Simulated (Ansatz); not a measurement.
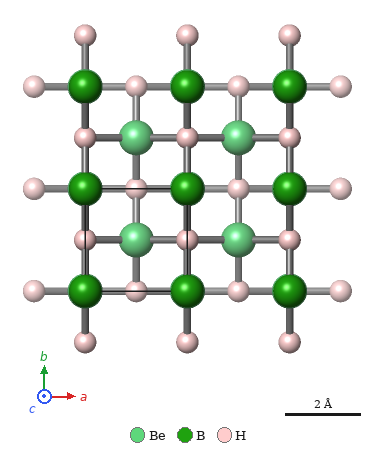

Starting structure of a crystal of Be2BH3 (a generated structure, set up in I-4m2). The picture is a ball-and-stick view of the conventional cell (2 times the calculation's cell), repeated 2 × 2 × 1 with one cell outlined, seen along the c axis. Lengths and directions refer to the drawn axes.

Method: DFT PBE, scalar-relativistic, plane waves, PAW (Ansatz).

Input
```yaml
crystal:
  lattice:
    - [-1.3684579372, 1.3684579372, 5.167103121]
    - [1.3684579372, -1.3684579372, 5.167103121]
    - [1.3684579372, 1.3684579372, -5.167103121]
  atoms:
    - { symbol: Be, position: [0.8154101473, 0.8154101473, 0.0] }
    - { symbol: Be, position: [0.1845898527, 0.1845898527, 0.0] }
    - { symbol: B, position: [0.0, 0.0, 0.0] }
    - { symbol: H, position: [0.4534775059, 0.9534775059, 0.5] }
    - { symbol: H, position: [0.0465224941, 0.5465224941, 0.5] }
    - { symbol: H, position: [0.25, 0.75, 0.5] }
basis:
  ecutwfc: 420
kpoints:
  mp_grid: { grid: [20, 20, 20] }
hamiltonian:
  xc: pbe
scf:
  occupations: { method: gaussian, width: 0.1 }
output:
  forces: true
  stress: true
  eigenvalues: true
  write_density: true
  write_potential: true
  elf: true
  volumetric_format: npy
relax:
  adjacent_minimum: "off"
  f_tol: 0.01
  max_steps: 80
  cell: { stress_tol: 0.05 }
```

Run as
```bash
ansatz run input.yaml --threads 1 --pin off --max-ram 2560MiB --backend cpu --events-out ev --progress --plain --runs-dir out
```

Predict the outcome.

Answer. The largest moves relative to the cell, 0.005 Å, are those of H4 and H5. H4 goes along −c. Largest moves by element: H 0.005 Å, Be 0.004 Å. B stays in place. Cell: a = b 2.737 → 2.753 Å (+0.6 %), c 10.334 → 10.322 Å (−0.1 %). Volume +1.1 %. Among the contacts that change: B3–H4 1.450 → 1.460 Å, Be1–H6 1.526 → 1.535 Å, Be1–B3 1.908 → 1.901 Å. The space group stays I-4m2 (No. 119). The energy falls by 3.2 meV per cell of the calculation in 2 accepted moves (3 points after the start). The largest force component goes from 0.091 to 0.008 eV/Å. Pressure: 0.96 GPa at the start and 0.00 GPa at the end. The SCF was repeated once at an unchanged geometry on a basis and grid sized afresh for the cell, which shifted the energy by 0.7 meV per cell of the calculation at most. Cost: 95 s on 1 thread of AMD EPYC 7R13 Processor (Zen 3), on a shared host, peak memory 0.74 GiB.

Final geometry:

```xyz
6
Lattice="-1.3766 1.3766 5.1610 1.3766 -1.3766 5.1610 1.3766 1.3766 -5.1610" Properties=species:S:1:pos:R:3 pbc="T T T"
Be    1.3766    1.3766    3.2597
Be    1.3766    1.3766   -3.2597
B     1.3766    1.3766    5.1610
H     1.3766    0.0000    4.6757
H     1.3766    0.0000    0.4853
H     1.3766    0.0000    2.5805
```
